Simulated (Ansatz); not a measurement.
The starting structures come from a database of crystals and need not be the phases stable at ambient conditions.

 Where the default PAW files enter, the runs use the earlier of Ansatz's two default sets.

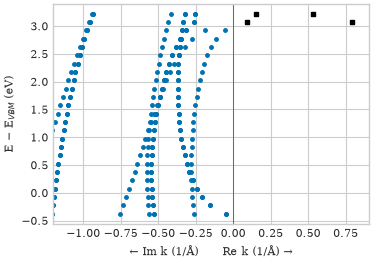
Figure. Complex bands at the centre of the two-dimensional zone; Ansatz (an electronic-structure program) with r2SCAN

The gap is the functional's own. No spin-orbit coupling. Mid-gap values are interpolated on the energy grid.

**Question.** This is LaAlH$_{6}$ (R-3m, not sure to be the ambient phase, 8 atoms a cell, 9.6 Å³ an atom) along the normal of (110). Read off the slowest decay at the centre of the two-dimensional zone at 1.43 eV, the computed energy nearest the middle of the gap.

**Answer.** κ ≈ 0.26 1/Å, a decay length 1/(2κ) of the density of 1.9 Å.
